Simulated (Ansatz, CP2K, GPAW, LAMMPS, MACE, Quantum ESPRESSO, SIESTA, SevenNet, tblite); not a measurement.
# Amorphous Si0.9Ge0.1 (94 atoms): one structure in several programs

Wanted: errors and costs of other methods on amorphous Si0.9Ge0.1 (94 atoms). A plane-wave run serves as the reference.

Method: Kohn-Sham DFT, PBE, PAW, plane waves, in Ansatz 0.2.0.

### 1. The structure

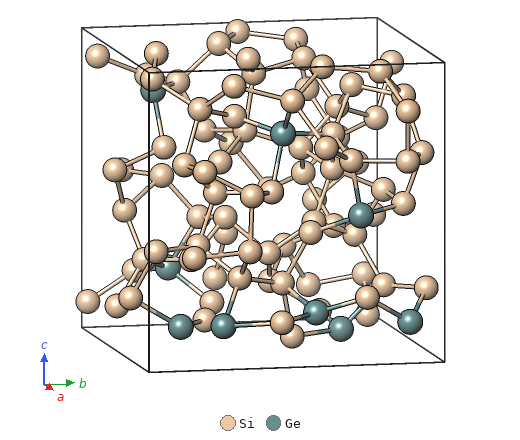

The starting structure, seen slightly off an axis (silicon light orange, germanium teal). Some periodic images of atoms are drawn too.

The cell holds 94 atoms: 85 Si and 9 Ge. Cell: a = 12.402 Å, b = 12.402 Å, c = 12.402 Å, α = 90.0°, β = 90.0°, γ = 90.0°. 94 atoms (85 Si, 9 Ge) placed at random at 2.65 g/cm³, melted at 3500 K for 10 ps at fixed volume with the Tersoff potential (Tersoff, Phys. Rev. B 39, 5566 (1989)). Quenched from 3500 K to 700 K at 3 K/ps and fixed volume, held 5 ps.

### 2. Reference: Ansatz, plane waves

The PAW files are the set soft_2.

File input.yaml:

```yaml
crystal:
  lattice:
    - [12.4022, 0.0, 0.0]
    - [0.0, 12.4022, 0.0]
    - [0.0, 0.0, 12.4022]
  atoms:
    - { symbol: Si, position: [0.357, 0.55571, 0.19102] }
    - { symbol: Si, position: [0.98309, 0.88063, 0.83932] }
    - { symbol: Si, position: [0.58666, 0.78048, 0.872] }
    - { symbol: Si, position: [0.00745, 0.7862, 0.40178] }
    [... 84 atom lines left out ...]
    - { symbol: Ge, position: [0.86097, 0.59713, 0.1588] }
    - { symbol: Ge, position: [0.75508, 0.50942, 0.74263] }
    - { symbol: Ge, position: [0.34897, 0.16272, 0.83894] }
    - { symbol: Ge, position: [0.88934, 0.27753, 0.12806] }
    - { symbol: Ge, position: [0.83495, 0.7552, 0.47341] }
    - { symbol: Ge, position: [0.57493, 0.74633, 0.05611] }
kpoints:
  mp_grid: { grid: [1, 1, 1] }
hamiltonian:
  xc: pbe
scf:
  occupations: { method: fermi_dirac, width: 0.05 }
output:
  forces: true
  eigenvalues: true
  populations: true
  stress: true
```

Launch:

```sh
$ ansatz run input.yaml --threads 8 --pin off --max-ram 15872MiB --backend cpu --events-out ev --progress --plain --runs-dir out
```

Numbers of over 12 decimals in the logs are rounded to 6 here.

What it wrote:

```text
[...]
Pseudopotentials: kind: paw
Pseudopotential: Si, paw, valence charge 4, recommended cutoff 420 eV (normal), Si.paw.azcp
Pseudopotential: Ge, paw, valence charge 14, recommended cutoff 420 eV (normal), Ge.paw.azcp
[... 5 lines on functional and potentials left out ...]
Crystal: 94 atoms, lattice volume = 1907.639 Å³
Basis set: ecut = 420 eV, 37385 PW (Γ), exchange–correlation on 180×180×180 points (8 copies of the dense FFT grid, shifted against one another)
Bands: 327, of which v1, the nominal top of the filled ones, is band 233 counted from 1 (232 counted from 0)
Symmetry: 1 space group operations
Space group: P1 (ITA 1), of the structure as read, at distance tolerance 1.2e-4 Å
k-points: 1
[... 5 lines on functional and potentials left out ...]
Initial density: superposition of atomic densities (neutral atoms: chi_scale 0, normalization atom), corrected by the library's trained network
Initial wavefunctions: pseudopotential atomic-orbital guess
[...]
SCF iter   1: F=—  HF=-92670.990791 eV  |F-HF|=—  |Δ(HF+E_count)|=         —  Δρ=3.46e-3  dr2=8.16e-1  ethr=1.77e-3  ⟨swp⟩=6.0  Hψ=1439  notcnv=0  defer=40
preconditioner: auto → Kerker (q_TF=auto, 2.157 Å⁻¹)  [metal: Δε(μ)=0.075 eV  Ē_g=7.633 eV  σ=0.050 eV  W_gap=0.35  n_scr=340 (ndim 8)  ℏωp=16.5 eV  f_vac=0.002  D(μ)=26.76/eV (n_scr^D=122)]
[...]
SCF iter  10: F=—  HF=-92670.892732 eV  |F-HF|=—  |Δ(HF+E_count)|=   4.08e-8  Δρ=2.08e-6  dr2=2.26e-7  ethr=1.68e-10  ⟨swp⟩=2.0  Hψ=497  notcnv=0  defer=64
SCF iter  11: F=-92670.892731 eV  HF=-92670.892731 eV  |F-HF|=2.17e-8  |Δ(HF+E_count)|=   4.54e-9  Δρ=7.51e-7  dr2=5.53e-8  ethr=2.15e-11  ⟨swp⟩=15.0  Hψ=1604  notcnv=0
SCF 1 converged in 11 iterations: F = -92670.892731 eV  dr2 = 5.53e-8
[...]
SCF converged after 11 iterations
Free energy (F): -92670.892731 eV
Harris-Foulkes:  -92670.892731 eV  (|F-HF|=2.17e-8)
Internal energy: -92670.653153 eV  (E = F + TS)
E sigma→0 (E₀):  -92670.772942 eV
Entropy (-TS):   -0.239579 eV (-2.549 meV/atom)
Fermi energy:    6.522477 eV
--- Per-component energies (eV) ---
[...]
Σ components = -92670.892731   (vs F -92670.892731, Δ=0.00e0)
--- Forces (eV/Å), atoms counted from 1 ---
  atom   1  Si    -0.18278384    -0.81674139     0.26582469
  atom   2  Si     0.01588800     0.23957985     0.29169246
  atom   3  Si    -0.30327207     0.64006366    -1.88639146
  atom   4  Si     0.27791644    -1.20992022    -0.55537734
[...]
atom  94  Ge     1.82150625     0.43492512     0.77034241
  max |Σ_I F_I| component: 1.65e-5 eV/Å
--- Stress (GPa, compression-positive) ---
        2.857897       0.828109      -0.673595
        0.828109       1.167717       1.615192
       -0.673595       1.615192       1.342910
  P = ⅓ Tr σ = 1.7895 GPa (17.895 kbar)
--- Band table (eV) ---
  k-point 0: bands = ["-18.1133", "-18.0725", "-18.0649", "-18.0536", [... 311 levels ...], "10.4261", "10.4358", "10.4752", "10.5229", "10.5771", "10.6192", "10.6440", "10.6763", "10.6968", "10.7447", "10.7513", "10.7874"]
--- Löwdin populations: 94 sites ---
  site symbol       q [e]
     0     Si      3.9441
     1     Si      3.9300
     2     Si      3.9277
[...]
93     Ge     14.0563
  spilling = 0.009124 (of n_electrons = 466.000000)
```

Elapsed: 11 s, on 8 threads of Arm Neoverse V2, shared host; peak memory 2.2 GiB; 83 s of CPU time.

Numbers from this run:

| Quantity | Value |
| --- | --- |
| free energy | -92670.8927 eV |
| free energy per atom | -985.8606 eV/atom |
| SCF cycles | 11 |
| pressure | 1.79 GPa |
| r.m.s. force component | 0.7519 eV/Å |
| longest force | 2.567 eV/Å |
| Fermi energy | 6.522 eV |
| levels partly filled by over 2 per cent | 5 |
| spilling of the projection | 0.009124 |

Neighbours are counted within 2.88 Å (Si-Si), 2.83 Å (Si-Ge), 2.98 Å (Ge-Ge).

Length of the force by element and coordination:

```
element  coordination  atoms  mean length of the force (eV/Å)  spread  least  most
     Ge           all      9                             1.09   0.420  0.473  2.02
     Ge             4      8                             1.06   0.437  0.473  2.02
     Ge             5      1                             1.32       0   1.32  1.32
     Si           all     85                             1.19   0.567  0.185  2.57
     Si             4     76                             1.19   0.590  0.185  2.57
     Si             5      9                             1.17   0.312  0.535  1.71
```

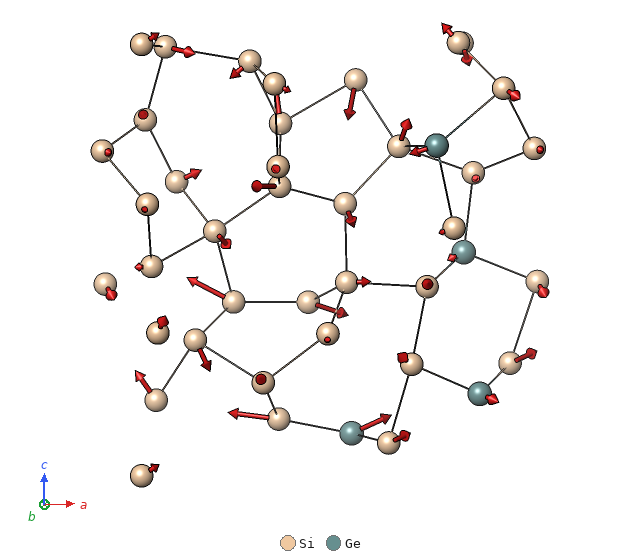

Forces as arrows; the longest in the cell is 2.57 eV/Å. Drawn is a slice 5 Å thick, seen along the normal of the ac plane. Bonds to atoms that aren't drawn are left out.

Löwdin charges by element and coordination (they lack the spilled electrons, 0.045 e an atom on average):

```
element  coordination  atoms  mean charge (e)  spread    least     most
     Ge           all      9          -0.0289  0.0221  -0.0566   0.0145
     Ge             4      8          -0.0274   0.023  -0.0566   0.0145
     Ge             5      1          -0.0416       0  -0.0416  -0.0416
     Si           all     85           0.0531  0.0259  -0.0073    0.126
     Si             4     76           0.0545   0.026  -0.0073    0.126
     Si             5      9           0.0411  0.0223    0.016    0.093
```

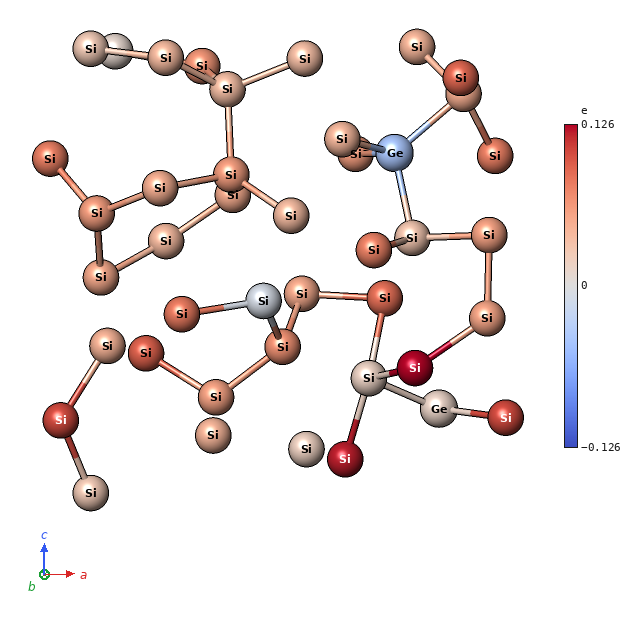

Atoms coloured by Löwdin charge. Drawn is a slice 5 Å thick, seen along the normal of the ac plane. Bonds to atoms that aren't drawn are left out.

The levels nearest the highest filled one (over half full), pooled over k-points and spins:

```
level less the highest filled one (eV)  occupation
                                -0.473           2
                                -0.333        2.00
                                -0.225        1.99
                                -0.109        1.91
                               -0.0263        1.60
                                     0        1.40
                                 0.054       0.886
                                 0.152       0.201
                                 0.287       0.015
                                 0.417       0.001
                                 0.541           0
                                 0.696           0
```

### 3. What was run beside it

The programs:
- CP2K 2026.2: Gaussian basis with GTH pseudopotentials and a plane-wave density; labels give functional, basis (MOLOPT sets; SR short-range, UZH the newer set with its own potentials), grid cutoff/relative cutoff and solver (OT: orbital transformation; TRS4, TC2, SIGN: linear-scaling purification with its sparsity filter), or its built-in tight binding.
- GPAW 26.7.0: PAW with atomic orbitals (LCAO), plane waves or a real-space grid of spacing h.
- MACE: machine-learned potential, published weights.
- Quantum ESPRESSO 7.5: plane waves; labels (QE) give functional, pseudopotential set and cutoffs of waves/density.
- SIESTA 5.4.2: numerical atomic orbitals, whose automatically made sets are far from complete, with PseudoDojo norm-conserving potentials that we converted to its format (checked against plane waves on the same files for H, C, O, Si, Ge and Ca alone); labels give functional, basis size, energy shift and mesh cutoff.
- SevenNet: machine-learned potential, published weights.
- tblite 0.8.0: extended tight binding, driven from Python.

All use the same cell and atoms; the electronic-structure runs use the same k-mesh, and an electronic temperature of 580 K (0.05 eV) where levels are smeared.

Differences are against the plane-wave reference, forces as r.m.s. over components; share is that over the reference's r.m.s. force, slope the least-squares factor from reference forces to these. Total energies of different programs have different zeros and aren't compared.

| run | Δ force, r.m.s. (meV/Å) | share (%) | slope | Δ pressure (GPa) | cores | CPU time | memory (GiB) |
| --- | --- | --- | --- | --- | --- | --- | --- |
| reference | - | - | - | - | 8 | 83 s | 2.2 |
| CP2K LDA, DZVP-MOLOPT-SR, 350/50 Ry, diagonalisation | 81.5 | 10.8 | 0.954 | -3.93 | 2 | 3 min | 2.1 |
| CP2K PBE+D3, DZVP-MOLOPT-SR, 350/50 Ry, diagonalisation | 34.4 | 4.58 | 1.008 | -0.779 | 2 | 3.7 min | 2.3 |
| CP2K PBE, DZVP-MOLOPT-SR, 175/50 Ry, diagonalisation (coarse) | 32.4 | 4.31 | 1.015 | -0.0036 | 2 | 3.6 min | 1.1 |
| CP2K PBE, DZVP-MOLOPT-SR, 244/50 Ry, diagonalisation (coarse) | 32.4 | 4.31 | 1.015 | -0.0036 | 2 | 3.4 min | 1.4 |
| CP2K PBE, DZVP-MOLOPT-SR, 350/20 Ry, diagonalisation (coarse) | 37.0 | 4.92 | 1.014 | 0.066 | 2 | 2.4 min | 2.2 |
| CP2K PBE, DZVP-MOLOPT-SR, 350/50 Ry, diagonalisation | 32.4 | 4.31 | 1.015 | -0.0036 | 2 | 3.7 min | 2.2 |
| CP2K PBE, DZVP-UZH, 350/50 Ry, diagonalisation | 41.4 | 5.50 | 1.015 | -0.135 | 4 | 7.1 min | 3.7 |
| CP2K PBE, SZV-MOLOPT-SR, 350/50 Ry, diagonalisation (coarse) | 448 | 59.6 | 1.336 | 6.56 | 1 | 2.1 min | 2.1 |
| CP2K PBE, TZV2P-MOLOPT (SR for Ge), 350/50 Ry, diagonalisation | 25.3 | 3.37 | 1.003 | -0.222 | 4 | 9.5 min | 4.0 |
| CP2K PBEsol, PBE potentials, DZVP-MOLOPT-SR, 350/50 Ry, diagonalisation | 38.3 | 5.10 | 1.013 | -0.699 | 2 | 3.5 min | 2.2 |
| GPAW PBE, LCAO dzp, h 0.2 Å | 54.1 | 7.20 | 1.052 | - | 1 | 6.1 min | 2.2 |
| GPAW PBE, LCAO dzp, h 0.2 Å, other mixer settings | 54.2 | 7.21 | 1.052 | - | 2 | 9.4 min | 2.3 |
| GPAW PBE, LCAO szp(dzp), h 0.2 Å (coarse) | 149 | 19.8 | 1.115 | - | 1 | 4.7 min | 2.1 |
| GPAW RPBE, LCAO dzp, h 0.2 Å | 73.9 | 9.83 | 1.075 | - | 1 | 6.4 min | 2.2 |
| MACE MP-0b2 small potential | 325 | 43.2 | 0.609 | -0.237 | 1 | 5.9 s | 0.67 |
| MACE MPA-0 medium potential | 187 | 24.9 | 0.825 | -0.0655 | 1 | 7 s | 0.94 |
| QE PBE, sssp-1.3.0-efficiency, 45/360 Ry | 2.23 | 0.297 | 1.002 | -0.0475 | 4 | 16 min | 6.4 |
| QE PBE, sssp-1.3.0-efficiency, 45/360 Ry, paro | 2.07 | 0.276 | 1.002 | -0.0568 | 4 | 23 min | 6.3 |
| SIESTA PBE, DZ, shift 0.01 Ry, mesh 300 Ry (coarse) | 193 | 25.7 | 1.142 | 5.91 | 1 | 3.1 min | 1.2 |
| SIESTA PBE, DZP, shift 0.01 Ry, mesh 150 Ry (coarse) | 62.5 | 8.31 | 1.050 | 0.604 | 2 | 3.6 min | 1.1 |
| SIESTA PBE, DZP, shift 0.01 Ry, mesh 300 Ry | 63.3 | 8.42 | 1.051 | 0.565 | 2 | 9.9 min | 2.4 |
| SIESTA PBE, SZP, shift 0.01 Ry, mesh 300 Ry (coarse) | 262 | 34.8 | 1.197 | 5.15 | 1 | 6.9 min | 1.8 |
| SevenNet l3i5 potential | 235 | 31.3 | 0.778 | -0.0164 | 1 | 8.4 s | 1.2 |
| tblite GFN1-xTB | 296 | 39.4 | 1.125 | 8.16 | 1 | 10 s | 0.19 |
| tblite IPEA1-xTB | 293 | 38.9 | 1.206 | 3.43 | 1 | 8.7 s | 0.19 |

Rows marked coarse were listed beforehand as settings not expected to be converged; some can still land near the reference.

Times of the machine-learned potentials are mostly Python's start and the loading of weights.

CPU time is summed over cores on a shared host, where runs went side by side, so it is rough. Symmetry, cutoffs, thresholds, outputs and thread counts weren't matched or tuned between programs; memory under MPI is the largest rank's times the ranks.

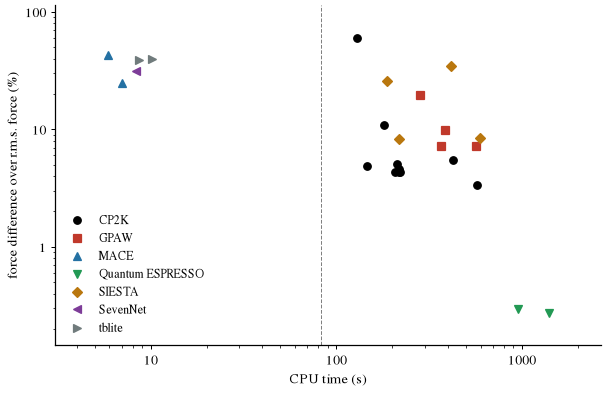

Force difference against CPU time; the dashed line marks the reference's time.

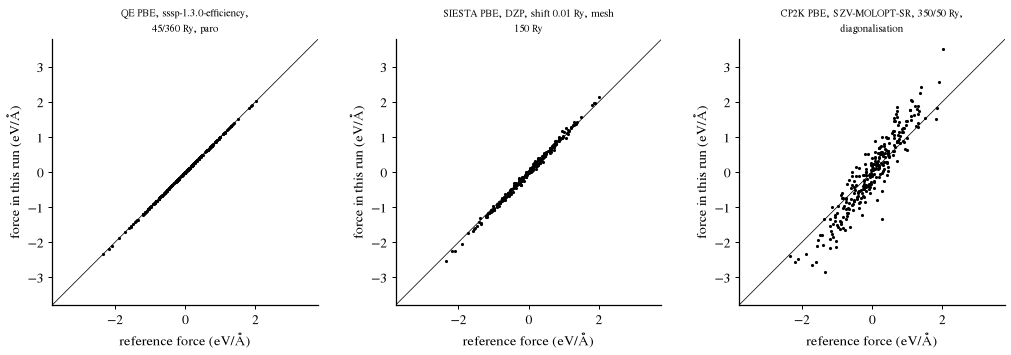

Force components against those of the reference; the line marks equality.

Runs without a result: CP2K GFN1-xTB, diagonalisation (not converged, the SCF not settling).

Mean charges by element (e), by run and scheme:

```csv
run,scheme,Si,Ge
reference,Löwdin,+0.05,-0.03
"CP2K LDA, DZVP-MOLOPT-SR, 350/50 Ry, diagonalisation",Mulliken,-0.02,+0.23
"CP2K PBE+D3, DZVP-MOLOPT-SR, 350/50 Ry, diagonalisation",Mulliken,-0.04,+0.36
"CP2K PBE, DZVP-MOLOPT-SR, 244/50 Ry, diagonalisation",Mulliken,-0.04,+0.36
"CP2K PBE, DZVP-MOLOPT-SR, 350/50 Ry, diagonalisation",Mulliken,-0.04,+0.36
"CP2K PBE, DZVP-UZH, 350/50 Ry, diagonalisation",Mulliken,+0.02,-0.15
"CP2K PBE, TZV2P-MOLOPT (SR for Ge), 350/50 Ry, diagonalisation",Mulliken,+0.03,-0.30
"CP2K PBEsol, PBE potentials, DZVP-MOLOPT-SR, 350/50 Ry, diagonalisation",Mulliken,-0.04,+0.35
"SIESTA PBE, DZP, shift 0.01 Ry, mesh 300 Ry",Hirshfeld,0.00,+0.04
tblite GFN1-xTB,Mulliken,+0.02,-0.17
tblite IPEA1-xTB,Mulliken,+0.05,-0.50
```

The reference's Löwdin charges lack the electrons that the projection spills, 0.045 e an atom on average.

Within one program, basis, potentials and functional, energies share a zero. Each run against its twin at the usual cutoff or grid and solver:

```
                                                 run                                        twin  Δ energy (meV/atom)  Δ force, r.m.s. (meV/Å)        CPU time over the twin's
CP2K PBE, DZVP-MOLOPT-SR, 175/50 Ry, diagonalisation  DZVP-MOLOPT-SR, 350/50 Ry, diagonalisation               7.0e-4                    0.067                            0.98
CP2K PBE, DZVP-MOLOPT-SR, 244/50 Ry, diagonalisation  DZVP-MOLOPT-SR, 350/50 Ry, diagonalisation              -1.0e-4                    0.007                            0.93
CP2K PBE, DZVP-MOLOPT-SR, 350/20 Ry, diagonalisation  DZVP-MOLOPT-SR, 350/50 Ry, diagonalisation                -1.78                     17.3                            0.66
   GPAW PBE, LCAO dzp, h 0.2 Å, other mixer settings                           LCAO dzp, h 0.2 Å               1.0e-4                     1.51  1.5 (this twin ran on 1 cores)
      QE PBE, sssp-1.3.0-efficiency, 45/360 Ry, paro            sssp-1.3.0-efficiency, 45/360 Ry                    0                     1.11                             1.5
         SIESTA PBE, DZP, shift 0.01 Ry, mesh 150 Ry             DZP, shift 0.01 Ry, mesh 300 Ry                -3.48                     1.70                            0.36
```

### 4. Summary of results

```json
{
  "reference r.m.s. force component": "0.752 eV/Å",
  "nearest in forces": "QE PBE, sssp-1.3.0-efficiency, 45/360 Ry, paro, 0.28 %",
  "farthest in forces": "CP2K PBE, SZV-MOLOPT-SR, 350/50 Ry, diagonalisation (coarse), 60 %",
  "cheapest electronic-structure run beside the reference": "tblite IPEA1-xTB, 8.7 s of CPU time"
}
```

What this shows: PBE on plane waves or a grid with other potentials, cutoffs or grids, coarse settings apart, differs from the reference by 0.28 % (QE PBE, sssp-1.3.0-efficiency, 45/360 Ry, paro) to 0.30 % (QE PBE, sssp-1.3.0-efficiency, 45/360 Ry) of the r.m.s. force; this holds the reference's own error, so differences of a few per cent don't tell which side is nearer the exact PBE result (QE's 45 Ry are 612 eV, against the reference's 420 eV). The PBE runs in local orbitals, coarse settings apart, differ by 3.4 % (CP2K PBE, TZV2P-MOLOPT (SR for Ge), 350/50 Ry, diagonalisation) to 8.4 % (SIESTA PBE, DZP, shift 0.01 Ry, mesh 300 Ry); basis, grid and potentials can all enter. Tight binding differs by 39 % in each run; it is another model, with fitted parameters of its own, and the xTB methods hold dispersion. Machine-learned potentials differ by 25 % (MACE MPA-0 medium potential) to 43 % (MACE MP-0b2 small potential); they were trained on other programs' data. Among those trained on PBE data the slope goes as low as 0.61, which softening far from their training structures can give, though the reference's k-sampling is untested too. Rows with another functional or a dispersion term differ by 4.6 % (CP2K PBE+D3, DZVP-MOLOPT-SR, 350/50 Ry, diagonalisation) to 11 % (CP2K LDA, DZVP-MOLOPT-SR, 350/50 Ry, diagonalisation), which mixes the change of model with differences of basis and potentials, some of them made for another functional. IPEA1-xTB was fitted to ionisation energies and electron affinities, not to forces or charges. Runs with settings chosen to be coarse differ by 4.3 % (CP2K PBE, DZVP-MOLOPT-SR, 244/50 Ry, diagonalisation) to 60 % (CP2K PBE, SZV-MOLOPT-SR, 350/50 Ry, diagonalisation), their programs' other errors included. Of the electronic-structure runs that take under half the reference's CPU time, tblite IPEA1-xTB is among the nearest, at 39 % in 8.7 s against 83 s; its pressure misses by +3.4 GPa. SIESTA PBE, SZP, shift 0.01 Ry, mesh 300 Ry stiffens the forces by a factor of 1.20 while following their directions (correlation 0.972); the slopes of the 4 SIESTA runs lie between 1.05 and 1.20. In pressure, CP2K PBE, SZV-MOLOPT-SR, 350/50 Ry, diagonalisation misses by +6.6 GPa, at the same functional. Charges hang on model, scheme and program or settings: among these rows the mean for Ge runs from -0.50 to +0.36 e, even in sign. In the reference: counting bands leaves a spacing of only 0.054 eV (at Γ alone), which the smearing bridges: 5 levels are partly filled by over 2 %, so a gap, if any, is small at this level. In the reference: mean Löwdin charges: Ge -0.03, Si +0.05 e (they miss 0.91 % of the electrons, so they add up to more than the cell's charge). Periodic xTB results under one method name differ between programs and library versions. The potentials hold different valence shells: 466 electrons in the reference, 376 in CP2K with DZVP-UZH and 376 in GPAW; this bears on time and differences. GPAW's setups keep the filled d shell of Ge in the core. Machine-learned potentials mimic data converged in k, so the reference's own k-point error enters their differences. The quench rate of 3 K/ps is many orders above laboratory rates, so the cell is likely richer in defects and strain than a real sample. The network of bonds at the start is that of the classical potential that made the cell, and needn't be the one that DFT or experiment would give. The electronic-structure runs sample only Γ, in a cell whose shortest periodic width is 12 Å, which is coarse for a cell with partly filled levels.

[Also dropped from logs without a mark: logging warnings of Python, and SIESTA's first energy breakdown and zero terms.]

[Logs are printed without paths, hosts, clocks, repeated set-up lines and the standing remarks that a program may print on its own settings, such as how far it seeks lower states.]

[Hosts, paths, dates, database ids (printed as entryN), source tags and the programs' standing remarks are cut or masked in the printed files.]
